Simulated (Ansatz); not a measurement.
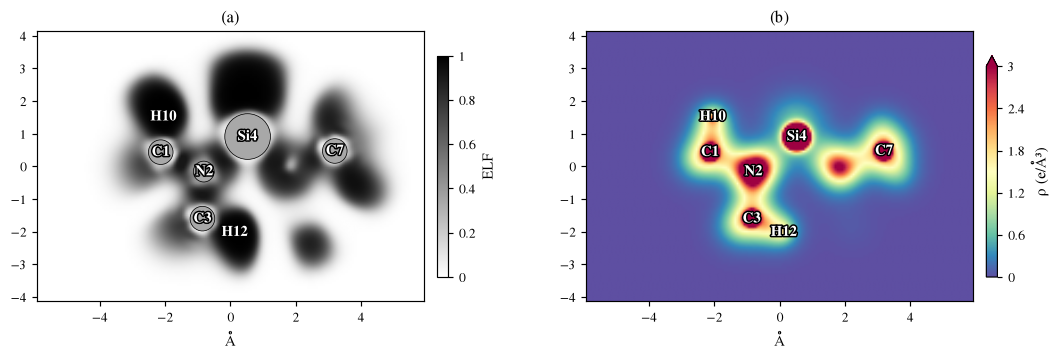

The picture shows: C$_{4}$H$_{12}$N$_{2}$Si. (a) electron localisation function; (b) electron density on the plane of atoms C1, N2 and C3. Grey discs cover the atomic cores in the ELF map.

Geometry: PBE0-D4/def2-TZVP.

All numbers below come from Ansatz, RKS PBE0-D4/def2-TZVPP.

| atom | x (Å) | y (Å) | z (Å) |
| --- | --- | --- | --- |
| C | 2.7710 | -0.2921 | -0.3823 |
| N | 1.3273 | -0.3391 | -0.3188 |
| C | 0.8226 | -1.6764 | -0.1241 |
| Si | 0.4792 | 1.1280 | -0.6663 |
| N | -1.0984 | 0.8853 | 0.0005 |
| C | -1.5218 | 0.0477 | 1.0961 |
| C | -2.1524 | 1.7518 | -0.4780 |
| H | 3.2275 | -0.5582 | 0.5799 |
| H | 3.1597 | -0.9851 | -1.1400 |
| H | 3.1016 | 0.7183 | -0.6393 |
| H | 1.0256 | -2.0600 | 0.8854 |
| H | -0.2517 | -1.7143 | -0.2979 |
| H | 1.3005 | -2.3647 | -0.8333 |
| H | -2.2232 | -0.7367 | 0.7795 |
| H | -0.6662 | -0.4271 | 1.5739 |
| H | -2.0351 | 0.6530 | 1.8545 |
| H | -2.9661 | 1.1806 | -0.9436 |
| H | -1.7577 | 2.4414 | -1.2295 |
| H | -2.5844 | 2.3435 | 0.3397 |

Q: What do the fields say about this system?

A: The section cuts through C, N, Si and H sites.
C–N (1.44 Å): ρ at the midpoint is about 2 e/Å³; the ELF peaks at about 0.90 between the atoms, as expected for a covalent bond.
Si–N (1.73 Å): the density is about 1.1 e/Å³ at the midpoint; the ELF peaks at about 0.90 between the atoms: a shared but strongly polarised pair.
C–H (1.09 Å): ρ is about 2.1 e/Å³ halfway; the ELF climbs to about 1 towards the hydrogen, as it does in any bond to H (an ordinary covalent bond to hydrogen).
The ELF also peaks beside Si4, away from the bonds: lone-pair regions.
